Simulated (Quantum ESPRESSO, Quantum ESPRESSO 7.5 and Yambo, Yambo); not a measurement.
# A GW chain in Yambo: SiF (chair-type functionalised monolayer)

How does a plane-wave GW calculation on SiF (chair-type functionalised monolayer) run from the first input to the gap?

Main program and level: Quantum ESPRESSO 7.5 and Yambo 5.3.0; PBE and many-body steps on it, plane waves.

## Step 1: Set-up

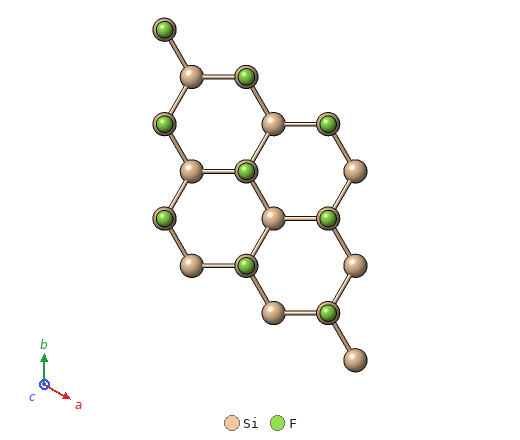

The starting structure, seen from above (silicon light orange, fluorine green). 3×3×1 cells are drawn.

The cell holds 4 atoms: 2 Si and 2 F. Cell: a = 3.968 Å, b = 3.968 Å, c = 16.000 Å, α = 90.0°, β = 90.0°, γ = 120.0°. Vacuum lies along c.

Coordinates:

```cif
data_structure
_symmetry_space_group_name_H-M 'P 1'
_symmetry_Int_Tables_number 1
_cell_length_a 3.9677
_cell_length_b 3.9677
_cell_length_c 16.0000
_cell_angle_alpha 90.000
_cell_angle_beta 90.000
_cell_angle_gamma 120.000
_cell_volume 218.13
loop_
_atom_site_label
_atom_site_type_symbol
_atom_site_fract_x
_atom_site_fract_y
_atom_site_fract_z
_atom_site_occupancy
Si1 Si 0.33333 0.66667 0.52185 1
Si2 Si 0.66667 0.33333 0.47815 1
F3 F 0.33333 0.66667 0.62350 1
F4 F 0.66667 0.33333 0.37650 1
```

The structure was relaxed with PBE. The runs that relaxed it are not among those shown.

## Step 2: Ground state

This step: Quantum ESPRESSO 7.5; DFT, PBE, plane waves, norm-conserving pseudopotentials.

The ground-state density comes first.

File pw.in:

```
&control
  calculation = 'scf'
  prefix = 'x'
  outdir = 'o'
  pseudo_dir = 'pseudo'
/
&system
  ibrav = 0
  nat = 4
  ntyp = 2
  ecutwfc = 72.0
  nbnd = 17
  force_symmorphic = .true.
/
&electrons
  conv_thr = 1e-10
  electron_maxstep = 80
  mixing_beta = 0.5
/
ATOMIC_SPECIES
  Si 28.085 Si.upf
  F 18.998 F.upf
CELL_PARAMETERS angstrom
  3.9676580801 -0.0000000000 0.0000000000
  -1.9838290400 3.4360926909 0.0000000000
  0.0000000000 0.0000000000 16.0000000000
ATOMIC_POSITIONS crystal
  Si 0.3333333333 0.6666666667 0.5218479757
  Si 0.6666666667 0.3333333333 0.4781520243
  F 0.3333333333 0.6666666667 0.6234988674
  F 0.6666666667 0.3333333333 0.3765011326
K_POINTS automatic
  9 9 1 0 0 0
```

Run with:

```bash
$ OMP_NUM_THREADS=1 mpirun -n 4 pw.x -nk 4 -in pw.in > pw.out
```

What it wrote:

```text
Program PWSCF v.7.5 starts

     This program is part of the open-source Quantum ESPRESSO suite
     for quantum simulation of materials; please cite
         "P. Giannozzi et al., J. Phys.:Condens. Matter 21 395502 (2009);
         "P. Giannozzi et al., J. Phys.:Condens. Matter 29 465901 (2017);
         "P. Giannozzi et al., J. Chem. Phys. 152 154105 (2020);
     in publications or presentations arising from this work. More details at
     Message from routine setup:
     using ibrav=0 with symmetry is DISCOURAGED, use correct ibrav instead

     G-vector sticks info

     bravais-lattice index     =            0
     lattice parameter (alat)  =       7.4978  a.u.
     unit-cell volume          =    1472.0267 (a.u.)^3
     number of atoms/cell      =            4
     number of atomic types    =            2
     number of electrons       =        22.00
     number of Kohn-Sham states=           17
     kinetic-energy cutoff     =      72.0000  Ry
     charge density cutoff     =     288.0000  Ry
     scf convergence threshold =      1.0E-10
     mixing beta               =       0.5000
     number of iterations used =            8  plain     mixing
     Exchange-correlation= PBE
                           (   1   4   3   4   0   0   0)

     celldm(1)=   7.497787  celldm(2)=   0.000000  celldm(3)=   0.000000
     celldm(4)=   0.000000  celldm(5)=   0.000000  celldm(6)=   0.000000

     crystal axes: (cart. coord. in units of alat)
               a(1) = (   1.000000  -0.000000   0.000000 )
               a(2) = (  -0.500000   0.866025   0.000000 )
               a(3) = (   0.000000   0.000000   4.032606 )

     reciprocal axes: (cart. coord. in units 2 pi/alat)
               b(1) = (  1.000000  0.577350 -0.000000 )
               b(2) = (  0.000000  1.154701 -0.000000 )
               b(3) = ( -0.000000 -0.000000  0.247979 )
     Pseudo is Norm-conserving + core correction, Zval =  4.0
     Generated using ONCVPSP code by D. R. Hamann
     Using radial grid of 1510 points,  6 beta functions with:
     Pseudo is Norm-conserving + core correction, Zval =  7.0
     Generated using ONCVPSP code by D. R. Hamann
     Using radial grid of  832 points,  5 beta functions with:
     Si                4.00    28.08500     Si( 1.00)
     F                 7.00    18.99800     F ( 1.00)

     12 Sym. Ops., with inversion, found

   Cartesian axes

     site n.     atom                  positions (alat units)
         1        Si     tau(   1) = (  -0.0000000   0.5773503   2.1044070  )
         2        Si     tau(   2) = (   0.5000000   0.2886751   1.9281985  )
         3        F      tau(   3) = (  -0.0000000   0.5773503   2.5143250  )
         4        F      tau(   4) = (   0.5000000   0.2886751   1.5182806  )

     number of k points=    12
                       cart. coord. in units 2pi/alat
        k(    1) = (   0.0000000   0.0000000   0.0000000), wk =   0.0246914
        k(    2) = (   0.0000000   0.1283001   0.0000000), wk =   0.1481481
        k(    3) = (   0.0000000   0.2566001   0.0000000), wk =   0.1481481
        k(    4) = (   0.0000000   0.3849002   0.0000000), wk =   0.1481481
        k(    5) = (   0.0000000   0.5132002   0.0000000), wk =   0.1481481
        k(    6) = (   0.1111111   0.1924501   0.0000000), wk =   0.1481481
        k(    7) = (   0.1111111   0.3207501   0.0000000), wk =   0.2962963
        k(    8) = (   0.1111111   0.4490502   0.0000000), wk =   0.2962963
        k(    9) = (   0.1111111   0.5773503   0.0000000), wk =   0.1481481
        k(   10) = (   0.2222222   0.3849002   0.0000000), wk =   0.1481481
        k(   11) = (   0.2222222   0.5132002   0.0000000), wk =   0.2962963
        k(   12) = (   0.3333333   0.5773503   0.0000000), wk =   0.0493827

     Dense  grid:   121513 G-vectors     FFT dimensions: (  45,  45, 180)

     Initial potential from superposition of free atoms

     starting charge      21.9988, renormalised to      22.0000
     Starting wfcs are   16 randomized atomic wfcs +    1 random wfcs

     per-process dynamical memory:    96.7 Mb

     Self-consistent Calculation

     iteration #  1     ecut=    72.00 Ry     beta= 0.50

     total energy              =    -115.61027757 Ry
     estimated scf accuracy    <       0.33363230 Ry

     iteration #  2     ecut=    72.00 Ry     beta= 0.50

     total energy              =    -115.68941868 Ry
     estimated scf accuracy    <       0.07815037 Ry

     iteration #  3     ecut=    72.00 Ry     beta= 0.50

     total energy              =    -115.70130283 Ry
     estimated scf accuracy    <       0.00800342 Ry

     iteration #  4     ecut=    72.00 Ry     beta= 0.50

     total energy              =    -115.70173144 Ry
     estimated scf accuracy    <       0.00017686 Ry

     iteration #  5     ecut=    72.00 Ry     beta= 0.50

     total energy              =    -115.70177820 Ry
     estimated scf accuracy    <       0.00000778 Ry

     iteration #  6     ecut=    72.00 Ry     beta= 0.50

     total energy              =    -115.70177918 Ry
     estimated scf accuracy    <       0.00000060 Ry

     iteration #  7     ecut=    72.00 Ry     beta= 0.50

     total energy              =    -115.70177931 Ry
     estimated scf accuracy    <       0.00000005 Ry

     iteration #  8     ecut=    72.00 Ry     beta= 0.50

     total energy              =    -115.70177932 Ry
     estimated scf accuracy    <       0.00000002 Ry

     iteration #  9     ecut=    72.00 Ry     beta= 0.50

     total energy              =    -115.70177933 Ry
     estimated scf accuracy    <          1.3E-10 Ry

     iteration # 10     ecut=    72.00 Ry     beta= 0.50

     End of self-consistent calculation

          k = 0.0000 0.0000 0.0000 ( 15183 PWs)   bands (ev):

   -27.6130 -27.5887 -13.4539 -10.4889  -9.0171  -8.3970  -8.3970  -8.2482
    -8.2482  -3.2418  -3.2418  -2.5658   0.4062   0.4614   0.4614   2.2710
     3.1968

          k = 0.0000 0.1283 0.0000 ( 15165 PWs)   bands (ev):

   -27.6103 -27.5873 -13.3471 -10.5000  -9.0456  -8.4783  -8.4220  -8.2521
    -8.2272  -4.1335  -3.4437  -2.1557   0.1955   0.9411   1.1705   2.4513
     3.3346

          k = 0.0000 0.2566 0.0000 ( 15153 PWs)   bands (ev):

   -27.6032 -27.5840 -13.0368 -10.5520  -9.1206  -8.6892  -8.4824  -8.2649
    -8.1699  -5.4066  -3.8310  -1.6987  -0.2217   2.1411   2.7150   2.9687
     3.7504

          k = 0.0000 0.3849 0.0000 ( 15168 PWs)   bands (ev):

     [... further k-points ...]

     highest occupied, lowest unoccupied level (ev):    -3.2418   -2.5658

!    total energy              =    -115.70177933 Ry
     estimated scf accuracy    <          6.5E-11 Ry

     The total energy is the sum of the following terms:
     one-electron contribution =    -332.53044766 Ry
     hartree contribution      =     172.16437145 Ry
     xc contribution           =     -28.31397461 Ry
     ewald contribution        =      72.97827149 Ry

     convergence has been achieved in  10 iterations

     XML data file, charge density, pseudopotentials, collected wavefunctions

=------------------------------------------------------------------------------=
   JOB DONE.
=------------------------------------------------------------------------------=
```

It took 14 s on 4 MPI ranks of Arm Neoverse V2, shared host; peak memory 0.61 GiB; 57 s of CPU time.

This step gave:

```
total energy               : -1574.2029 eV
gap                        : 0.6760 eV
k of the valence top       : 0, 0, 0
k of the conduction bottom : 0, 0, 0
least direct gap           : 0.6760 eV
```

The gap is direct, at Γ.

## Step 3: Bands along the symmetry lines

Levels along a band path, at the cheap level, show where the edges lie and whether the meshes to come will hold them.

File pw.in:

```
&control
  calculation = 'bands'
  prefix = 'x'
  outdir = 'o'
  pseudo_dir = 'pseudo'
/
&system
  ibrav = 0
  nat = 4
  ntyp = 2
  ecutwfc = 72.0
  nbnd = 17
  force_symmorphic = .true.
/
&electrons
  conv_thr = 1e-9
  electron_maxstep = 80
  diago_full_acc = .true.
  diago_thr_init = 5e-6
/
ATOMIC_SPECIES
  Si 28.085 Si.upf
  F 18.998 F.upf
CELL_PARAMETERS angstrom
  3.9676580801 -0.0000000000 0.0000000000
  -1.9838290400 3.4360926909 0.0000000000
  0.0000000000 0.0000000000 16.0000000000
ATOMIC_POSITIONS crystal
  Si 0.3333333333 0.6666666667 0.5218479757
  Si 0.6666666667 0.3333333333 0.4781520243
  F 0.3333333333 0.6666666667 0.6234988674
  F 0.6666666667 0.3333333333 0.3765011326
K_POINTS crystal
  25
  0.00000000 0.00000000 0.00000000 1
  0.06250000 0.00000000 0.00000000 1
  0.12500000 0.00000000 0.00000000 1
  0.18750000 0.00000000 0.00000000 1
  0.25000000 0.00000000 0.00000000 1
  0.31250000 0.00000000 0.00000000 1
  0.37500000 0.00000000 0.00000000 1
  0.43750000 0.00000000 0.00000000 1
  0.50000000 0.00000000 0.00000000 1
  0.47916667 0.04166667 0.00000000 1
  0.45833333 0.08333333 0.00000000 1
  0.43750000 0.12500000 0.00000000 1
  0.41666666 0.16666666 0.00000000 1
  0.39583333 0.20833333 0.00000000 1
  0.37500000 0.25000000 0.00000000 1
  0.35416666 0.29166666 0.00000000 1
  0.33333333 0.33333333 0.00000000 1
  0.29166666 0.29166666 0.00000000 1
  0.25000000 0.25000000 0.00000000 1
  0.20833333 0.20833333 0.00000000 1
  0.16666666 0.16666666 0.00000000 1
  0.12500000 0.12500000 0.00000000 1
  0.08333333 0.08333333 0.00000000 1
  0.04166667 0.04166667 0.00000000 1
  0.00000000 0.00000000 0.00000000 1
```

What it wrote:

```text
[banner, memory and clock lines left out]
Program PWSCF v.7.5 starts

     Atomic positions and unit cell read from directory:
     o/x.save/

     Message from routine setup:
     using ibrav=0 with symmetry is DISCOURAGED, use correct ibrav instead

     G-vector sticks info

     bravais-lattice index     =            0
     lattice parameter (alat)  =       7.4978  a.u.
     unit-cell volume          =    1472.0267 (a.u.)^3
     number of atoms/cell      =            4
     number of atomic types    =            2
     number of electrons       =        22.00
     number of Kohn-Sham states=           17
     kinetic-energy cutoff     =      72.0000  Ry
     charge density cutoff     =     288.0000  Ry
     Exchange-correlation= PBE
                           (   1   4   3   4   0   0   0)

     celldm(1)=   7.497787  celldm(2)=   0.000000  celldm(3)=   0.000000
     celldm(4)=   0.000000  celldm(5)=   0.000000  celldm(6)=   0.000000

     crystal axes: (cart. coord. in units of alat)
               a(1) = (   1.000000  -0.000000   0.000000 )
               a(2) = (  -0.500000   0.866025   0.000000 )
               a(3) = (   0.000000   0.000000   4.032606 )

     reciprocal axes: (cart. coord. in units 2 pi/alat)
               b(1) = (  1.000000  0.577350 -0.000000 )
               b(2) = (  0.000000  1.154701 -0.000000 )
               b(3) = ( -0.000000 -0.000000  0.247979 )
     Pseudo is Norm-conserving + core correction, Zval =  4.0
     Generated using ONCVPSP code by D. R. Hamann
     Using radial grid of 1510 points,  6 beta functions with:
     Pseudo is Norm-conserving + core correction, Zval =  7.0
     Generated using ONCVPSP code by D. R. Hamann
     Using radial grid of  832 points,  5 beta functions with:
     Si                4.00    28.08500     Si( 1.00)
     F                 7.00    18.99800     F ( 1.00)

     12 Sym. Ops., with inversion, found

   Cartesian axes

     site n.     atom                  positions (alat units)
         1        Si     tau(   1) = (  -0.0000000   0.5773503   2.1044070  )
         2        Si     tau(   2) = (   0.5000000   0.2886751   1.9281985  )
         3        F      tau(   3) = (  -0.0000000   0.5773503   2.5143250  )
         4        F      tau(   4) = (   0.5000000   0.2886751   1.5182806  )

     number of k points=    25
                       cart. coord. in units 2pi/alat
        k(    1) = (   0.0000000   0.0000000   0.0000000), wk =   0.0800000
        k(    2) = (   0.0625000   0.0360844   0.0000000), wk =   0.0800000
        k(    3) = (   0.1250000   0.0721688   0.0000000), wk =   0.0800000
[...]
[... 13 further rows ...]
        k(   24) = (   0.0416667   0.0721688   0.0000000), wk =   0.0800000
        k(   25) = (   0.0000000   0.0000000   0.0000000), wk =   0.0800000

     Dense  grid:   121513 G-vectors     FFT dimensions: (  45,  45, 180)

     The potential is recalculated from file :
     o/x.save/charge-density

     Starting wfcs are   16 randomized atomic wfcs +    1 random wfcs

     Band Structure Calculation

     End of band structure calculation

          k = 0.0000 0.0000 0.0000 ( 15183 PWs)   bands (ev):

   -27.6130 -27.5887 -13.4540 -10.4889  -9.0171  -8.3970  -8.3970  -8.2482
    -8.2482  -3.2419  -3.2419  -2.5659   0.4061   0.4613   0.4613   2.2710
     3.1970

          k = 0.0625 0.0361 0.0000 ( 15149 PWs)   bands (ev):

   -27.6121 -27.5882 -13.4200 -10.4920  -9.0263  -8.4235  -8.4052  -8.2493
[...]
3.2404

          k = 0.1250 0.0722 0.0000 ( 15167 PWs)   bands (ev):

[...]
3.3713

[...]
k = 0.0417 0.0722 0.0000 ( 15153 PWs)   bands (ev):

[...]
3.2549

          k = 0.0000 0.0000 0.0000 ( 15183 PWs)   bands (ev):

   -27.6130 -27.5887 -13.4540 -10.4889  -9.0171  -8.3970  -8.3970  -8.2482
    -8.2482  -3.2419  -3.2419  -2.5659   0.4061   0.4613   0.4613   2.2710
     3.1969

     XML data file, pseudopotentials, collected wavefunctions
```

Wall time 11 s (4 MPI ranks); peak memory 0.47 GiB.

This step gave:

* gap: 0.6760 eV
* k of the valence top: 0, 0, 0
* k of the conduction bottom: 0, 0, 0
* least direct gap: 0.6760 eV

The gap is 0.676 eV, as in the run before at this level.

The electronic bands at the labelled points (eV, zero at the top of the highest filled band):

```tsv
point	band 8	band 9	band 10	band 11	band 12	band 13	band 14	band 15
Γ	-5.01	-5.01	0.00	0.00	0.68	3.65	3.70	3.70
M	-5.05	-4.68	-3.91	-1.11	1.70	3.90	4.69	8.18
K	-5.20	-4.24	-4.24	-2.45	4.41	4.41	6.23	6.23
Γ	-5.01	-5.01	0.00	0.00	0.68	3.65	3.70	3.70
```

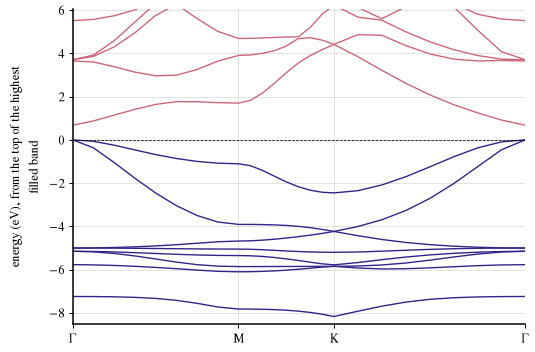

Electronic bands along the path; lines of filled and empty bands in two colours.

## Step 4: Empty states on the mesh, 6×6×1 mesh, 72 bands

The sums over transitions need many empty states on a uniform mesh; this step solves for them.

File pw.in:

```
&control
  calculation = 'nscf'
  prefix = 'x'
  outdir = 'o'
  pseudo_dir = 'pseudo'
/
&system
  ibrav = 0
  nat = 4
  ntyp = 2
  ecutwfc = 72.0
  nbnd = 72
  force_symmorphic = .true.
/
&electrons
  conv_thr = 1e-9
  electron_maxstep = 80
  diago_full_acc = .true.
  diago_thr_init = 5e-6
/
ATOMIC_SPECIES
  Si 28.085 Si.upf
  F 18.998 F.upf
CELL_PARAMETERS angstrom
  3.9676580801 -0.0000000000 0.0000000000
  -1.9838290400 3.4360926909 0.0000000000
  0.0000000000 0.0000000000 16.0000000000
ATOMIC_POSITIONS crystal
  Si 0.3333333333 0.6666666667 0.5218479757
  Si 0.6666666667 0.3333333333 0.4781520243
  F 0.3333333333 0.6666666667 0.6234988674
  F 0.6666666667 0.3333333333 0.3765011326
K_POINTS automatic
  6 6 1 0 0 0
```

What it wrote:

```text
[banner, memory and clock lines left out]
Program PWSCF v.7.5 starts

     Atomic positions and unit cell read from directory:
     o/x.save/

     Message from routine setup:
     using ibrav=0 with symmetry is DISCOURAGED, use correct ibrav instead

     G-vector sticks info

     bravais-lattice index     =            0
     lattice parameter (alat)  =       7.4978  a.u.
     unit-cell volume          =    1472.0267 (a.u.)^3
     number of atoms/cell      =            4
     number of atomic types    =            2
     number of electrons       =        22.00
     number of Kohn-Sham states=           72
     kinetic-energy cutoff     =      72.0000  Ry
     charge density cutoff     =     288.0000  Ry
     Exchange-correlation= PBE
                           (   1   4   3   4   0   0   0)

     celldm(1)=   7.497787  celldm(2)=   0.000000  celldm(3)=   0.000000
     celldm(4)=   0.000000  celldm(5)=   0.000000  celldm(6)=   0.000000

     crystal axes: (cart. coord. in units of alat)
               a(1) = (   1.000000  -0.000000   0.000000 )
               a(2) = (  -0.500000   0.866025   0.000000 )
               a(3) = (   0.000000   0.000000   4.032606 )

     reciprocal axes: (cart. coord. in units 2 pi/alat)
               b(1) = (  1.000000  0.577350 -0.000000 )
               b(2) = (  0.000000  1.154701 -0.000000 )
               b(3) = ( -0.000000 -0.000000  0.247979 )
     Pseudo is Norm-conserving + core correction, Zval =  4.0
     Generated using ONCVPSP code by D. R. Hamann
     Using radial grid of 1510 points,  6 beta functions with:
     Pseudo is Norm-conserving + core correction, Zval =  7.0
     Generated using ONCVPSP code by D. R. Hamann
     Using radial grid of  832 points,  5 beta functions with:
     Si                4.00    28.08500     Si( 1.00)
     F                 7.00    18.99800     F ( 1.00)

     12 Sym. Ops., with inversion, found

   Cartesian axes

     site n.     atom                  positions (alat units)
         1        Si     tau(   1) = (  -0.0000000   0.5773503   2.1044070  )
         2        Si     tau(   2) = (   0.5000000   0.2886751   1.9281985  )
         3        F      tau(   3) = (  -0.0000000   0.5773503   2.5143250  )
         4        F      tau(   4) = (   0.5000000   0.2886751   1.5182806  )

     number of k points=     7
                       cart. coord. in units 2pi/alat
        k(    1) = (   0.0000000   0.0000000   0.0000000), wk =   0.0555556
        k(    2) = (   0.0000000   0.1924501   0.0000000), wk =   0.3333333
        k(    3) = (   0.0000000   0.3849002   0.0000000), wk =   0.3333333
        k(    4) = (   0.0000000  -0.5773503   0.0000000), wk =   0.1666667
        k(    5) = (   0.1666667   0.2886751   0.0000000), wk =   0.3333333
        k(    6) = (   0.1666667   0.4811252   0.0000000), wk =   0.6666667
        k(    7) = (   0.3333333   0.5773503   0.0000000), wk =   0.1111111

     Dense  grid:   121513 G-vectors     FFT dimensions: (  45,  45, 180)

     The potential is recalculated from file :
     o/x.save/charge-density

     Starting wfcs are   16 randomized atomic wfcs +   56 random wfcs

     Band Structure Calculation

     End of band structure calculation

          k = 0.0000 0.0000 0.0000 ( 15183 PWs)   bands (ev):

   -27.6130 -27.5887 -13.4540 -10.4889  -9.0171  -8.3970  -8.3970  -8.2482
    -8.2482  -3.2419  -3.2419  -2.5659   0.4061   0.4613   0.4613   2.2710
     3.1968   3.4997   5.2149   5.5993   6.0145   6.9135   6.9135   8.5399
[...]
k = 0.0000 0.1925 0.0000 ( 15161 PWs)   bands (ev):

[...]
k = 0.0000 0.3849 0.0000 ( 15168 PWs)   bands (ev):

[...]
19.7727  20.0120  20.2567  20.8376  20.9010  21.1073  21.3109  21.5532
    21.6619  22.2548  22.3871  22.6476  23.0803  23.0897  23.4551  23.4772

          k = 0.0000-0.5774 0.0000 ( 15192 PWs)   bands (ev):

     [... further k-points ...]

     highest occupied, lowest unoccupied level (ev):    -3.2419   -2.5659

     XML data file, pseudopotentials, collected wavefunctions
```

Wall time 19 s (4 MPI ranks); peak memory 0.76 GiB.

Numbers from this step:

```
gap                                                           : 0.6760 eV
k of the valence top                                          : 0, 0, 0
k of the conduction bottom                                    : 0, 0, 0
least direct gap                                              : 0.6760 eV
k points computed                                             : 7
lowest point of the top converged band, above the valence top : 25.27 eV
```

On this mesh the gap is 0.676 eV.

(Continued in part 2 of 2.)

[Paths, hosts, dates, memory and timing lines, banners, echoed tables and standing remarks are left out of the program output.]

[Logs are printed without paths, hosts, clocks, repeated set-up lines and the standing remarks that a program may print on its own settings, such as how far it seeks lower states.]

[Runs of the session that timed out or met a known fault of the program may be left out.]

[Hosts, paths, dates, database ids (printed as entryN), source tags and the programs' standing remarks are cut or masked in the printed files.]
